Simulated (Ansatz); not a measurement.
**FH6NSiSn: atomisation energy, by script**

How much energy holds FH6NSiSn together? The task is an atomisation energy, for FH6NSiSn. SMILES: [F][SnH2][NH][SiH3].

Computed with Ansatz 0.2.0, driven from Python. Level of theory: B3LYP/def2-TZVP.

### Step 1. The system

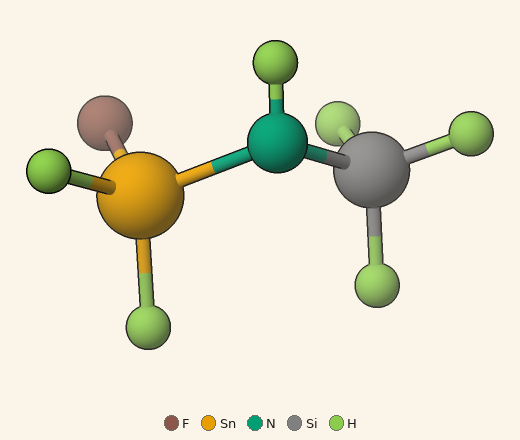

The starting structure, viewed from a chosen angle; fluorine brown, tin amber, nitrogen teal, silicon grey, hydrogen green.

No structure file is read: the coordinates are typed or built in the script.

### Step 2. Script

File tae_fh6nsisn.py:

```python
'''Energy to split FH6NSiSn into its atoms.'''

from collections import Counter

import ansatz as az


def energy_of(molecule, charge=0, unpaired=0):
    calc = molecule.calculation().basis(gaussian='def2-TZVP').functional('b3lyp').accuracy('high')
    if charge:
        calc = calc.charge(charge)
    if unpaired:
        calc = calc.spin('collinear', total=unpaired)
    report = calc.run(threads=1).report
    if report['published_state_doubts']:
        print('  doubts:', report['published_state_doubts'])
    return report['free_energy_ev']

geometry_ang = [
    ('F', (-1.7824, -0.6866, -1.5689)),
    ('Sn', (-0.7074, 0.8613, -1.0948)),
    ('N', (1.0002, 0.1729, -0.241)),
    ('Si', (0.6323, -0.7045, 1.2492)),
    ('H', (-0.3075, 1.7782, -2.547)),
    ('H', (-1.5539, 1.9016, 0.0442)),
    ('H', (1.4643, -0.5306, -0.8799)),
    ('H', (-0.315, -1.7976, 0.895)),
    ('H', (-0.1087, 0.221, 2.2267)),
    ('H', (1.7613, -1.267, 1.9194)),
]
mol = az.Crystal.molecule()
for symbol, xyz in geometry_ang:
    mol = mol.atom(symbol, xyz)

# unpaired electrons of the ground-state atoms
unpaired = {'F': 1, 'Sn': 2, 'N': 3, 'Si': 2, 'H': 1}
counts = Counter(site.symbol for site in mol.cartesian_sites)
atom_energy = {s: energy_of(az.Crystal.molecule().atom(s, (0, 0, 0)), 0, unpaired[s]) for s in counts}
whole = energy_of(mol, 0, 0)
for s, e in atom_energy.items():
    print(f'{s:2s} x{counts[s]}  {e:14.5f} eV')
print(f'FH6NSiSn: {whole:.5f} eV')
split = sum(counts[s] * e for s, e in atom_energy.items()) - whole
print(f'atomisation energy (no zero-point term): {split:.3f} eV, {split / sum(counts.values()):.3f} eV an atom')
```

### Step 3. The input behind the calls

The package turns the script's settings into the engine's input (first run):

```yaml
crystal:
  periodic: [false, false, false]
  atoms:
    - { symbol: F, position_ang: [0.0, 0.0, 0.0] }
accuracy: high
basis:
  gaussian:
    orbitals: def2-TZVP
hamiltonian:
  xc: b3lyp
magnetization:
  spin_polarized: true
  initial_magnetization: 1.0
```

### Step 4. Running it

On the command line:

```sh
python tae_fh6nsisn.py
```

Output:

```text
F  x1     -2714.88409 eV
Sn x1     -5832.14803 eV
N  x1     -1485.84992 eV
Si x1     -7874.75900 eV
H  x6       -13.66431 eV
FH6NSiSn: -18019.46925 eV
atomisation energy (no zero-point term): 29.842 eV, 2.984 eV an atom
```

Run time: 21 s. Hardware: 1 thread of Intel Xeon 6975P-C (Granite Rapids), shared host; peak memory 1.1 GiB.

### Step 5. What changed from run to run

The engine's inputs for some of the other runs:

Run 3, against run 1:

```diff
@@ -4 +4 @@
-    - { symbol: F, position_ang: [0.0, 0.0, 0.0] }
+    - { symbol: "N", position_ang: [0.0, 0.0, 0.0] }
@@ -13 +13 @@
-  initial_magnetization: 1.0
+  initial_magnetization: 3.0
```

Run 5, against run 1:

```diff
@@ -4 +4 @@
-    - { symbol: F, position_ang: [0.0, 0.0, 0.0] }
+    - { symbol: H, position_ang: [0.0, 0.0, 0.0] }
```

Run 6, against run 1:

```diff
@@ -4 +4,10 @@
-    - { symbol: F, position_ang: [0.0, 0.0, 0.0] }
+    - { symbol: F, position_ang: [-1.7824, -0.6866, -1.5689] }
+    - { symbol: Sn, position_ang: [-0.7074, 0.8613, -1.0948] }
+    - { symbol: "N", position_ang: [1.0002, 0.1729, -0.241] }
+    - { symbol: Si, position_ang: [0.6323, -0.7045, 1.2492] }
+    - { symbol: H, position_ang: [-0.3075, 1.7782, -2.547] }
+    - { symbol: H, position_ang: [-1.5539, 1.9016, 0.0442] }
+    - { symbol: H, position_ang: [1.4643, -0.5306, -0.8799] }
+    - { symbol: H, position_ang: [-0.315, -1.7976, 0.895] }
+    - { symbol: H, position_ang: [-0.1087, 0.221, 2.2267] }
+    - { symbol: H, position_ang: [1.7613, -1.267, 1.9194] }
@@ -11,3 +19,0 @@
-magnetization:
-  spin_polarized: true
-  initial_magnetization: 1.0
```

Lines on the test bed's own set-up are left out of the output.

### Step 6. The runs side by side

From the records of these 6 runs:

```tsv
run	system	unpaired or total moment	energy (eV)	<S²>	SCF cycles	CPU time (s)
1	F	1	-2714.8841	0.75	17	0.33
2	Sn	2	-5832.1480	2.00	36	1.9
3	N	3	-1485.8499	3.75	15	0.22
4	Si	2	-7874.7590	2.00	41	0.97
5	H	1	-13.6643	0.75	10	0.05
6	FH6NSiSn	not set	-18019.4692	0.00	24	17
```

Totals carry meaning only in balanced differences at one level of theory.

### Step 7. Summary of results

| quantity | value |
| --- | --- |
| atomisation energy, no zero point | 29.842 eV |
| runs compared | 6 |

What this shows: Zero-point motion and spin-orbit terms of the atoms are left out, and both would lower it. 29.842 eV from the electronic energies, without the zero-point term. The geometry is a force-field or estimated start, not a minimum of this method, and the basis set is short of its limit. All parts are taken at fixed geometry, without zero-point energy. def2 sets replace the cores of elements past krypton by effective core potentials. b3lyp holds the VWN-RPA fit, as in Gaussian; the form of ORCA and Turbomole is b3lyp5. The spin-orbit lowering of heavy atoms is left out.
